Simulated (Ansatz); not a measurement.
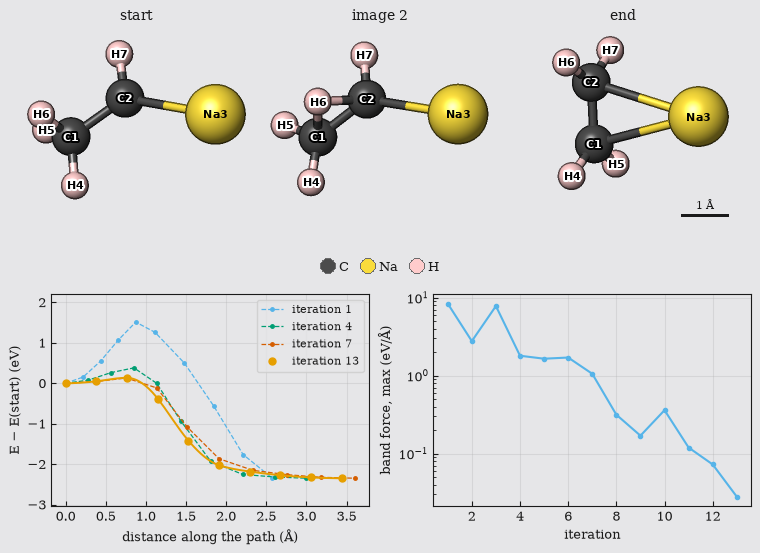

A search for the minimum-energy path of C2H4Na (charge +1) by the nudged elastic band. Images are numbered from 0 (start) to 9 (end). The plot follows the band through its iterations. A ball-and-stick model, seen at a tilt.

The calculation used RKS BHLYP-D4/6-31G* in Ansatz 0.2.0. Run with 8 movable images; no climbing image; force threshold 0.05 eV/Å; iteration limit 60; starting path through a guess of the saddle point.

**Judge this run.**

The run is converged, with reservations. The band converged in 13 iterations. The largest component of the band force went from 8.4 to 0.028 eV/Å. No image climbed, so the highest image needn't lie on the saddle point, and the true maximum along this path can be higher. The first iteration put the highest image at 1.51 eV. The highest point, image 2, lies 0.13 eV above the start and 2.48 eV above the end; the end is at −2.35 eV relative to the start.

Cost: 5.8 min on 1 thread of Arm Neoverse N1 (shared host), peak memory 0.11 GiB.
